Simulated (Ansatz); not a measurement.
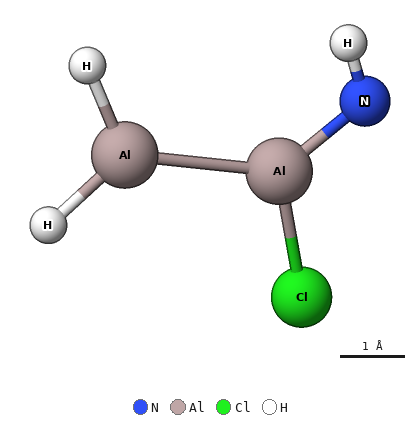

**Figure 1.** The structure as given in the input (ball-and-stick view, seen at a tilt). Sticks mark near contacts. Bond lengths as drawn: Al–Al 2.58 Å, Al–Cl 2.21 Å, Al–H 1.64 Å, Al–N 1.75 Å and H–N 1.04 Å.

Molecular dynamics of Al2NH3Cl (charge −1) (part 1 of 3)

- system: Al2NH3Cl, charge −1
- method: UKS PBE/def2-SVP (Ansatz 0.2.0)

It belongs to a series of runs on one base structure; here: dynamics from the highest image of the converged band.

## What the program printed
```
Engine: ansatz 0.2.0, x86_64-unknown-linux-gnu
Functional definition: PBE
  parameter kappa = 0.804
  parameter beta = 0.06672455060314922
  exchange = pbe_x(kappa = kappa, mu = beta*pi^2/3)
  correlation = pbe_c(beta = beta)
927 factors; their error is unknown
mean field evaluation 1: about -27224.4101 eV, gradient 4.2e1 eV
mean field evaluation 2: about -27080.0696 eV, gradient 1.1e2 eV
mean field evaluation 4: about -27207.0827 eV, gradient 4.9e1 eV
mean field evaluation 8: about -27233.7634 eV, gradient 7.6e-1 eV
mean field evaluation 16: about -27233.7137 eV, gradient 2.9e-4 eV
mean field evaluation 32: about -27233.5121 eV, gradient 1.4e0 eV
mean field -27233.71367841 eV, -1000.8205180076 hartree, gradient 1.3e-5 eV, S^2 0.000000; 6 other end points of the search recorded, 0 dependent functions left out
the calculation of the forces begins
reference -27233.71371991 eV, -1000.8205195325 hartree; 27, 27 occupied and 56, 56 virtual orbitals, 927 factors
md step     0: t =     0.00 fs  T =   100.0 K  F+E_penalty+E_count = -27233.71367841 eV  E_kin = 0.064630 eV  conserved = -27233.64904841 eV  (121 SCF iters)
these checks for a lower state are left out or cut short: starts, cluster_reference, orbital_swaps, neighbouring_geometries, increment
927 factors; their error is unknown
mean field -27233.71319300 eV, -1000.8205001690 hartree, gradient 1.1e-5 eV, S^2 0.000000; 0 other end points of the search recorded, 0 dependent functions left out
the calculation of the forces begins
reference -27233.71323453 eV, -1000.8205016953 hartree; 27, 27 occupied and 56, 56 virtual orbitals, 927 factors
md step     1: t =     0.50 fs  T =    99.3 K  F+E_penalty+E_count = -27233.71319300 eV  E_kin = 0.064153 eV  conserved = -27233.64903963 eV  (30 SCF iters)
[... from here on the SCF iterations and repeated set-up lines of each step are left out, up to the last step ...]
md step     2: t =     1.00 fs  T =    97.3 K  F+E_penalty+E_count = -27233.71192089 eV  E_kin = 0.062903 eV  conserved = -27233.64901767 eV  (30 SCF iters)
md step     3: t =     1.50 fs  T =    94.7 K  F+E_penalty+E_count = -27233.71020434 eV  E_kin = 0.061214 eV  conserved = -27233.64899068 eV  (30 SCF iters)
md step     4: t =     2.00 fs  T =    92.1 K  F+E_penalty+E_count = -27233.70846180 eV  E_kin = 0.059492 eV  conserved = -27233.64896955 eV  (29 SCF iters)
md step     5: t =     2.50 fs  T =    89.8 K  F+E_penalty+E_count = -27233.70702052 eV  E_kin = 0.058058 eV  conserved = -27233.64896277 eV  (28 SCF iters)
md step     6: t =     3.00 fs  T =    88.2 K  F+E_penalty+E_count = -27233.70598668 eV  E_kin = 0.057014 eV  conserved = -27233.64897226 eV  (29 SCF iters)
md step     7: t =     3.50 fs  T =    87.0 K  F+E_penalty+E_count = -27233.70521613 eV  E_kin = 0.056224 eV  conserved = -27233.64899257 eV  (29 SCF iters)
md step     8: t =     4.00 fs  T =    85.7 K  F+E_penalty+E_count = -27233.70439877 eV  E_kin = 0.055385 eV  conserved = -27233.64901335 eV  (29 SCF iters)
md step     9: t =     4.50 fs  T =    83.8 K  F+E_penalty+E_count = -27233.70321396 eV  E_kin = 0.054189 eV  conserved = -27233.64902510 eV  (31 SCF iters)
md step    10: t =     5.00 fs  T =    81.2 K  F+E_penalty+E_count = -27233.70147901 eV  E_kin = 0.052456 eV  conserved = -27233.64902282 eV  (32 SCF iters)
md step    11: t =     5.50 fs  T =    77.7 K  F+E_penalty+E_count = -27233.69922860 eV  E_kin = 0.050221 eV  conserved = -27233.64900757 eV  (31 SCF iters)
md step    12: t =     6.00 fs  T =    73.8 K  F+E_penalty+E_count = -27233.69670001 eV  E_kin = 0.047715 eV  conserved = -27233.64898528 eV  (30 SCF iters)
md step    13: t =     6.50 fs  T =    70.1 K  F+E_penalty+E_count = -27233.69424187 eV  E_kin = 0.045278 eV  conserved = -27233.64896402 eV  (29 SCF iters)
md step    14: t =     7.00 fs  T =    66.9 K  F+E_penalty+E_count = -27233.69218786 eV  E_kin = 0.043237 eV  conserved = -27233.64895105 eV  (28 SCF iters)
md step    15: t =     7.50 fs  T =    64.7 K  F+E_penalty+E_count = -27233.69074172 eV  E_kin = 0.041791 eV  conserved = -27233.64895073 eV  (29 SCF iters)
md step    16: t =     8.00 fs  T =    63.4 K  F+E_penalty+E_count = -27233.68990810 eV  E_kin = 0.040945 eV  conserved = -27233.64896329 eV  (29 SCF iters)
md step    17: t =     8.50 fs  T =    62.7 K  F+E_penalty+E_count = -27233.68948909 eV  E_kin = 0.040504 eV  conserved = -27233.64898477 eV  (30 SCF iters)
md step    18: t =     9.00 fs  T =    62.1 K  F+E_penalty+E_count = -27233.68914754 eV  E_kin = 0.040140 eV  conserved = -27233.64900790 eV  (31 SCF iters)
md step    19: t =     9.50 fs  T =    61.1 K  F+E_penalty+E_count = -27233.68852172 eV  E_kin = 0.039497 eV  conserved = -27233.64902445 eV  (30 SCF iters)
md step    20: t =    10.00 fs  T =    59.3 K  F+E_penalty+E_count = -27233.68735696 eV  E_kin = 0.038329 eV  conserved = -27233.64902746 eV  (32 SCF iters)
md step    21: t =    10.50 fs  T =    56.6 K  F+E_penalty+E_count = -27233.68561086 eV  E_kin = 0.036596 eV  conserved = -27233.64901481 eV  (31 SCF iters)
md step    22: t =    11.00 fs  T =    53.4 K  F+E_penalty+E_count = -27233.68348493 eV  E_kin = 0.034494 eV  conserved = -27233.64899057 eV  (31 SCF iters)
md step    23: t =    11.50 fs  T =    50.1 K  F+E_penalty+E_count = -27233.68135908 eV  E_kin = 0.032395 eV  conserved = -27233.64896417 eV  (30 SCF iters)
md step    24: t =    12.00 fs  T =    47.5 K  F+E_penalty+E_count = -27233.67964468 eV  E_kin = 0.030698 eV  conserved = -27233.64894655 eV  (30 SCF iters)
md step    25: t =    12.50 fs  T =    45.9 K  F+E_penalty+E_count = -27233.67861560 eV  E_kin = 0.029671 eV  conserved = -27233.64894503 eV  (30 SCF iters)
md step    26: t =    13.00 fs  T =    45.4 K  F+E_penalty+E_count = -27233.67829604 eV  E_kin = 0.029336 eV  conserved = -27233.64895958 eV  (29 SCF iters)
md step    27: t =    13.50 fs  T =    45.6 K  F+E_penalty+E_count = -27233.67846077 eV  E_kin = 0.029478 eV  conserved = -27233.64898305 eV  (29 SCF iters)
md step    28: t =    14.00 fs  T =    46.0 K  F+E_penalty+E_count = -27233.67874568 eV  E_kin = 0.029741 eV  conserved = -27233.64900459 eV  (29 SCF iters)
md step    29: t =    14.50 fs  T =    46.1 K  F+E_penalty+E_count = -27233.67881260 eV  E_kin = 0.029797 eV  conserved = -27233.64901538 eV  (29 SCF iters)
md step    30: t =    15.00 fs  T =    45.6 K  F+E_penalty+E_count = -27233.67848814 eV  E_kin = 0.029476 eV  conserved = -27233.64901184 eV  (30 SCF iters)
md step    31: t =    15.50 fs  T =    44.6 K  F+E_penalty+E_count = -27233.67782133 eV  E_kin = 0.028825 eV  conserved = -27233.64899654 eV  (30 SCF iters)
md step    32: t =    16.00 fs  T =    43.4 K  F+E_penalty+E_count = -27233.67704638 eV  E_kin = 0.028070 eV  conserved = -27233.64897627 eV  (30 SCF iters)
md step    33: t =    16.50 fs  T =    42.6 K  F+E_penalty+E_count = -27233.67647736 eV  E_kin = 0.027518 eV  conserved = -27233.64895919 eV  (30 SCF iters)
md step    34: t =    17.00 fs  T =    42.4 K  F+E_penalty+E_count = -27233.67638051 eV  E_kin = 0.027429 eV  conserved = -27233.64895193 eV  (29 SCF iters)
md step    35: t =    17.50 fs  T =    43.2 K  F+E_penalty+E_count = -27233.67686897 eV  E_kin = 0.027911 eV  conserved = -27233.64895769 eV  (30 SCF iters)
md step    36: t =    18.00 fs  T =    44.7 K  F+E_penalty+E_count = -27233.67785171 eV  E_kin = 0.028876 eV  conserved = -27233.64897539 eV  (30 SCF iters)
md step    37: t =    18.50 fs  T =    46.5 K  F+E_penalty+E_count = -27233.67905107 eV  E_kin = 0.030051 eV  conserved = -27233.64899986 eV  (30 SCF iters)
md step    38: t =    19.00 fs  T =    48.1 K  F+E_penalty+E_count = -27233.68008503 eV  E_kin = 0.031062 eV  conserved = -27233.64902313 eV  (30 SCF iters)
md step    39: t =    19.50 fs  T =    48.8 K  F+E_penalty+E_count = -27233.68059278 eV  E_kin = 0.031556 eV  conserved = -27233.64903687 eV  (29 SCF iters)
md step    40: t =    20.00 fs  T =    48.5 K  F+E_penalty+E_count = -27233.68036477 eV  E_kin = 0.031329 eV  conserved = -27233.64903542 eV  (29 SCF iters)
md step    41: t =    20.50 fs  T =    47.1 K  F+E_penalty+E_count = -27233.67942948 eV  E_kin = 0.030411 eV  conserved = -27233.64901850 eV  (29 SCF iters)
md step    42: t =    21.00 fs  T =    45.0 K  F+E_penalty+E_count = -27233.67805507 eV  E_kin = 0.029063 eV  conserved = -27233.64899234 eV  (30 SCF iters)
md step    43: t =    21.50 fs  T =    42.8 K  F+E_penalty+E_count = -27233.67665182 eV  E_kin = 0.027684 eV  conserved = -27233.64896743 eV  (29 SCF iters)
md step    44: t =    22.00 fs  T =    41.2 K  F+E_penalty+E_count = -27233.67560758 eV  E_kin = 0.026653 eV  conserved = -27233.64895434 eV  (29 SCF iters)
md step    45: t =    22.50 fs  T =    40.5 K  F+E_penalty+E_count = -27233.67512619 eV  E_kin = 0.026168 eV  conserved = -27233.64895830 eV  (29 SCF iters)
md step    46: t =    23.00 fs  T =    40.5 K  F+E_penalty+E_count = -27233.67514735 eV  E_kin = 0.026171 eV  conserved = -27233.64897663 eV  (29 SCF iters)
md step    47: t =    23.50 fs  T =    40.8 K  F+E_penalty+E_count = -27233.67538761 eV  E_kin = 0.026387 eV  conserved = -27233.64900022 eV  (29 SCF iters)
md step    48: t =    24.00 fs  T =    40.9 K  F+E_penalty+E_count = -27233.67548012 eV  E_kin = 0.026462 eV  conserved = -27233.64901822 eV  (29 SCF iters)
md step    49: t =    24.50 fs  T =    40.4 K  F+E_penalty+E_count = -27233.67514236 eV  E_kin = 0.026119 eV  conserved = -27233.64902307 eV  (29 SCF iters)
md step    50: t =    25.00 fs  T =    39.1 K  F+E_penalty+E_count = -27233.67429489 eV  E_kin = 0.025282 eV  conserved = -27233.64901327 eV  (29 SCF iters)
md step    51: t =    25.50 fs  T =    37.3 K  F+E_penalty+E_count = -27233.67308667 eV  E_kin = 0.024093 eV  conserved = -27233.64899320 eV  (29 SCF iters)
md step    52: t =    26.00 fs  T =    35.4 K  F+E_penalty+E_count = -27233.67182901 eV  E_kin = 0.022858 eV  conserved = -27233.64897065 eV  (29 SCF iters)
md step    53: t =    26.50 fs  T =    33.9 K  F+E_penalty+E_count = -27233.67087421 eV  E_kin = 0.021920 eV  conserved = -27233.64895375 eV  (29 SCF iters)
md step    54: t =    27.00 fs  T =    33.3 K  F+E_penalty+E_count = -27233.67048733 eV  E_kin = 0.021539 eV  conserved = -27233.64894829 eV  (29 SCF iters)
md step    55: t =    27.50 fs  T =    33.7 K  F+E_penalty+E_count = -27233.67075348 eV  E_kin = 0.021797 eV  conserved = -27233.64895636 eV  (29 SCF iters)
md step    56: t =    28.00 fs  T =    34.9 K  F+E_penalty+E_count = -27233.67154607 eV  E_kin = 0.022571 eV  conserved = -27233.64897539 eV  (29 SCF iters)
md step    57: t =    28.50 fs  T =    36.5 K  F+E_penalty+E_count = -27233.67256622 eV  E_kin = 0.023567 eV  conserved = -27233.64899919 eV  (29 SCF iters)
md step    58: t =    29.00 fs  T =    37.8 K  F+E_penalty+E_count = -27233.67344146 eV  E_kin = 0.024422 eV  conserved = -27233.64901943 eV  (29 SCF iters)
md step    59: t =    29.50 fs  T =    38.4 K  F+E_penalty+E_count = -27233.67385704 eV  E_kin = 0.024829 eV  conserved = -27233.64902827 eV  (29 SCF iters)
md step    60: t =    30.00 fs  T =    38.1 K  F+E_penalty+E_count = -27233.67367711 eV  E_kin = 0.024655 eV  conserved = -27233.64902166 eV  (29 SCF iters)
md step    61: t =    30.50 fs  T =    37.1 K  F+E_penalty+E_count = -27233.67300753 eV  E_kin = 0.024006 eV  conserved = -27233.64900130 eV  (29 SCF iters)
md step    62: t =    31.00 fs  T =    35.9 K  F+E_penalty+E_count = -27233.67216673 eV  E_kin = 0.023192 eV  conserved = -27233.64897496 eV  (29 SCF iters)
md step    63: t =    31.50 fs  T =    35.0 K  F+E_penalty+E_count = -27233.67156414 eV  E_kin = 0.022611 eV  conserved = -27233.64895356 eV  (29 SCF iters)
md step    64: t =    32.00 fs  T =    34.9 K  F+E_penalty+E_count = -27233.67153158 eV  E_kin = 0.022585 eV  conserved = -27233.64894621 eV  (29 SCF iters)
md step    65: t =    32.50 fs  T =    35.9 K  F+E_penalty+E_count = -27233.67218342 eV  E_kin = 0.023228 eV  conserved = -27233.64895571 eV  (29 SCF iters)
md step    66: t =    33.00 fs  T =    37.7 K  F+E_penalty+E_count = -27233.67337350 eV  E_kin = 0.024396 eV  conserved = -27233.64897721 eV  (29 SCF iters)
md step    67: t =    33.50 fs  T =    39.9 K  F+E_penalty+E_count = -27233.67476924 eV  E_kin = 0.025768 eV  conserved = -27233.64900082 eV  (29 SCF iters)
md step    68: t =    34.00 fs  T =    41.8 K  F+E_penalty+E_count = -27233.67600321 eV  E_kin = 0.026987 eV  conserved = -27233.64901658 eV  (29 SCF iters)
md step    69: t =    34.50 fs  T =    43.0 K  F+E_penalty+E_count = -27233.67682742 eV  E_kin = 0.027809 eV  conserved = -27233.64901883 eV  (29 SCF iters)
md step    70: t =    35.00 fs  T =    43.6 K  F+E_penalty+E_count = -27233.67720298 eV  E_kin = 0.028195 eV  conserved = -27233.64900795 eV  (29 SCF iters)
md step    71: t =    35.50 fs  T =    43.8 K  F+E_penalty+E_count = -27233.67729654 eV  E_kin = 0.028307 eV  conserved = -27233.64898932 eV  (29 SCF iters)
md step    72: t =    36.00 fs  T =    44.0 K  F+E_penalty+E_count = -27233.67739749 eV  E_kin = 0.028427 eV  conserved = -27233.64897073 eV  (29 SCF iters)
md step    73: t =    36.50 fs  T =    44.6 K  F+E_penalty+E_count = -27233.67779628 eV  E_kin = 0.028837 eV  conserved = -27233.64895944 eV  (29 SCF iters)
md step    74: t =    37.00 fs  T =    46.0 K  F+E_penalty+E_count = -27233.67866959 eV  E_kin = 0.029710 eV  conserved = -27233.64895999 eV  (29 SCF iters)
md step    75: t =    37.50 fs  T =    48.0 K  F+E_penalty+E_count = -27233.68000819 eV  E_kin = 0.031035 eV  conserved = -27233.64897297 eV  (29 SCF iters)
md step    76: t =    38.00 fs  T =    50.5 K  F+E_penalty+E_count = -27233.68160736 eV  E_kin = 0.032612 eV  conserved = -27233.64899488 eV  (29 SCF iters)
md step    77: t =    38.50 fs  T =    52.8 K  F+E_penalty+E_count = -27233.68312264 eV  E_kin = 0.034104 eV  conserved = -27233.64901894 eV  (29 SCF iters)
md step    78: t =    39.00 fs  T =    54.4 K  F+E_penalty+E_count = -27233.68417683 eV  E_kin = 0.035140 eV  conserved = -27233.64903712 eV  (29 SCF iters)
md step    79: t =    39.50 fs  T =    54.8 K  F+E_penalty+E_count = -27233.68448769 eV  E_kin = 0.035445 eV  conserved = -27233.64904249 eV  (132 SCF iters)
md step    80: t =    40.00 fs  T =    54.1 K  F+E_penalty+E_count = -27233.68397458 eV  E_kin = 0.034942 eV  conserved = -27233.64903219 eV  (29 SCF iters)
md step    81: t =    40.50 fs  T =    52.3 K  F+E_penalty+E_count = -27233.68280038 eV  E_kin = 0.033791 eV  conserved = -27233.64900955 eV  (29 SCF iters)
md step    82: t =    41.00 fs  T =    50.0 K  F+E_penalty+E_count = -27233.68132054 eV  E_kin = 0.032338 eV  conserved = -27233.64898288 eV  (29 SCF iters)
md step    83: t =    41.50 fs  T =    47.9 K  F+E_penalty+E_count = -27233.67995073 eV  E_kin = 0.030988 eV  conserved = -27233.64896290 eV  (30 SCF iters)
md step    84: t =    42.00 fs  T =    46.5 K  F+E_penalty+E_count = -27233.67900193 eV  E_kin = 0.030044 eV  conserved = -27233.64895755 eV  (30 SCF iters)
md step    85: t =    42.50 fs  T =    45.8 K  F+E_penalty+E_count = -27233.67855830 eV  E_kin = 0.029590 eV  conserved = -27233.64896818 eV  (29 SCF iters)
md step    86: t =    43.00 fs  T =    45.6 K  F+E_penalty+E_count = -27233.67845632 eV  E_kin = 0.029467 eV  conserved = -27233.64898893 eV  (30 SCF iters)
md step    87: t =    43.50 fs  T =    45.4 K  F+E_penalty+E_count = -27233.67837402 eV  E_kin = 0.029364 eV  conserved = -27233.64900987 eV  (30 SCF iters)
md step    88: t =    44.00 fs  T =    44.8 K  F+E_penalty+E_count = -27233.67798408 eV  E_kin = 0.028962 eV  conserved = -27233.64902176 eV  (30 SCF iters)
md step    89: t =    44.50 fs  T =    43.4 K  F+E_penalty+E_count = -27233.67709732 eV  E_kin = 0.028077 eV  conserved = -27233.64901996 eV  (29 SCF iters)
md step    90: t =    45.00 fs  T =    41.4 K  F+E_penalty+E_count = -27233.67573684 eV  E_kin = 0.026731 eV  conserved = -27233.64900566 eV  (30 SCF iters)
md step    91: t =    45.50 fs  T =    38.9 K  F+E_penalty+E_count = -27233.67412150 eV  E_kin = 0.025137 eV  conserved = -27233.64898467 eV  (30 SCF iters)
md step    92: t =    46.00 fs  T =    36.5 K  F+E_penalty+E_count = -27233.67257695 eV  E_kin = 0.023612 eV  conserved = -27233.64896470 eV  (30 SCF iters)
md step    93: t =    46.50 fs  T =    34.8 K  F+E_penalty+E_count = -27233.67141480 eV  E_kin = 0.022462 eV  conserved = -27233.64895267 eV  (30 SCF iters)
md step    94: t =    47.00 fs  T =    33.8 K  F+E_penalty+E_count = -27233.67082306 eV  E_kin = 0.021870 eV  conserved = -27233.64895267 eV  (30 SCF iters)
md step    95: t =    47.50 fs  T =    33.8 K  F+E_penalty+E_count = -27233.67080097 eV  E_kin = 0.021836 eV  conserved = -27233.64896494 eV  (30 SCF iters)
md step    96: t =    48.00 fs  T =    34.3 K  F+E_penalty+E_count = -27233.67115580 eV  E_kin = 0.022170 eV  conserved = -27233.64898567 eV  (30 SCF iters)
md step    97: t =    48.50 fs  T =    34.9 K  F+E_penalty+E_count = -27233.67156315 eV  E_kin = 0.022555 eV  conserved = -27233.64900796 eV  (30 SCF iters)
md step    98: t =    49.00 fs  T =    35.0 K  F+E_penalty+E_count = -27233.67167569 eV  E_kin = 0.022652 eV  conserved = -27233.64902391 eV  (30 SCF iters)
md step    99: t =    49.50 fs  T =    34.4 K  F+E_penalty+E_count = -27233.67124878 eV  E_kin = 0.022222 eV  conserved = -27233.64902692 eV  (30 SCF iters)
md step   100: t =    50.00 fs  T =    32.8 K  F+E_penalty+E_count = -27233.67024143 eV  E_kin = 0.021227 eV  conserved = -27233.64901475 eV  (30 SCF iters)
md step   101: t =    50.50 fs  T =    30.7 K  F+E_penalty+E_count = -27233.66884903 eV  E_kin = 0.019858 eV  conserved = -27233.64899108 eV  (30 SCF iters)
md step   102: t =    51.00 fs  T =    28.6 K  F+E_penalty+E_count = -27233.66744383 eV  E_kin = 0.018479 eV  conserved = -27233.64896479 eV  (30 SCF iters)
md step   103: t =    51.50 fs  T =    27.1 K  F+E_penalty+E_count = -27233.66643635 eV  E_kin = 0.017490 eV  conserved = -27233.64894647 eV  (30 SCF iters)
md step   104: t =    52.00 fs  T =    26.6 K  F+E_penalty+E_count = -27233.66611185 eV  E_kin = 0.017168 eV  conserved = -27233.64894353 eV  (30 SCF iters)
md step   105: t =    52.50 fs  T =    27.2 K  F+E_penalty+E_count = -27233.66651674 eV  E_kin = 0.017560 eV  conserved = -27233.64895653 eV  (30 SCF iters)
md step   106: t =    53.00 fs  T =    28.6 K  F+E_penalty+E_count = -27233.66745008 eV  E_kin = 0.018471 eV  conserved = -27233.64897897 eV  (30 SCF iters)
md step   107: t =    53.50 fs  T =    30.3 K  F+E_penalty+E_count = -27233.66856327 eV  E_kin = 0.019563 eV  conserved = -27233.64900067 eV  (30 SCF iters)
md step   108: t =    54.00 fs  T =    31.7 K  F+E_penalty+E_count = -27233.66951674 eV  E_kin = 0.020504 eV  conserved = -27233.64901270 eV  (30 SCF iters)
md step   109: t =    54.50 fs  T =    32.7 K  F+E_penalty+E_count = -27233.67011957 eV  E_kin = 0.021109 eV  conserved = -27233.64901097 eV  (30 SCF iters)
md step   110: t =    55.00 fs  T =    33.1 K  F+E_penalty+E_count = -27233.67039449 eV  E_kin = 0.021397 eV  conserved = -27233.64899732 eV  (30 SCF iters)
md step   111: t =    55.50 fs  T =    33.4 K  F+E_penalty+E_count = -27233.67055165 eV  E_kin = 0.021574 eV  conserved = -27233.64897793 eV  (30 SCF iters)
md step   112: t =    56.00 fs  T =    33.9 K  F+E_penalty+E_count = -27233.67089285 eV  E_kin = 0.021932 eV  conserved = -27233.64896063 eV  (30 SCF iters)
md step   113: t =    56.50 fs  T =    35.2 K  F+E_penalty+E_count = -27233.67168864 eV  E_kin = 0.022736 eV  conserved = -27233.64895215 eV  (30 SCF iters)
```
